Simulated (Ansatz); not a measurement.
Input file:

```
crystal:
  lattice:
    - [3.3370408535, 0.0, 0.0]
    - [-1.6685204267, 2.8899621526, 0.0]
    - [0.0, 0.0, 5.1171001194]
  atoms:
    - { symbol: Mg, position: [0.0, 0.0, 0.0] }
    - { symbol: Ti, position: [0.6666666667, 0.3333333333, 0.5] }
    - { symbol: "N", position: [0.3333333333, 0.6666666667, 0.5] }
basis:
  ecutwfc: 420
kpoints:
  mp_grid: { grid: [18, 18, 10] }
hamiltonian:
  xc: pbe
scf:
  occupations: { method: gaussian, width: 0.1 }
output:
  forces: true
  stress: true
  eigenvalues: true
  write_density: true
  write_potential: true
  elf: true
  volumetric_format: npy
relax:
  adjacent_minimum: "off"
  f_tol: 0.01
  max_steps: 80
  cell: { stress_tol: 0.05 }
```

Run with:

```sh
ansatz run input.yaml --threads 1 --pin off --max-ram 2560MiB --backend cpu --events-out ev --progress --plain --runs-dir out
```

Below, planes, directions and counts refer to the conventional cell (a = 3.33 Å, b = 3.33 Å, c = 5.26 Å, α = 90.00°, β = 90.00°, γ = 120.00°).

The fields are those of the run's last geometry, not of the input's.

Space group P-6m2; a structure generated by program, which may or may not match a known phase; computed without spin polarisation.

Level of theory: Ansatz 0.2.0, DFT PBE, scalar-relativistic, plane waves, PAW.

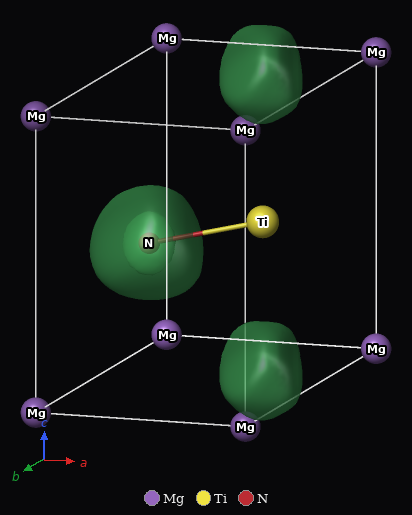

MgTiN. Isosurface of the electron localisation function at 0.7 (green), seen at an oblique angle. Only the valence region is drawn (cores and ρ < 0.01 e/Å³ removed). Sticks mark near contacts.

In a PAW calculation such maps are meaningful between the atoms, not at the nuclei.

Question: What do the ELF domains correspond to?

Answer: The surface consists of one region wrapped around N (its valence shell) and one pocket between the atoms, centred on no nucleus (multi-centre or interstitial), counted in one cell of 3 atoms. Regions shared between cells count once. Along the contacts the grid gives the following. Ti–N (1.92 Å): the ELF peaks at about 0.85 in the valence shell of N, 0.6 Å from its nucleus, and is about 0.30 at the midpoint. Mg–Ti (3.26 Å): the ELF is about 0.30 at the midpoint.
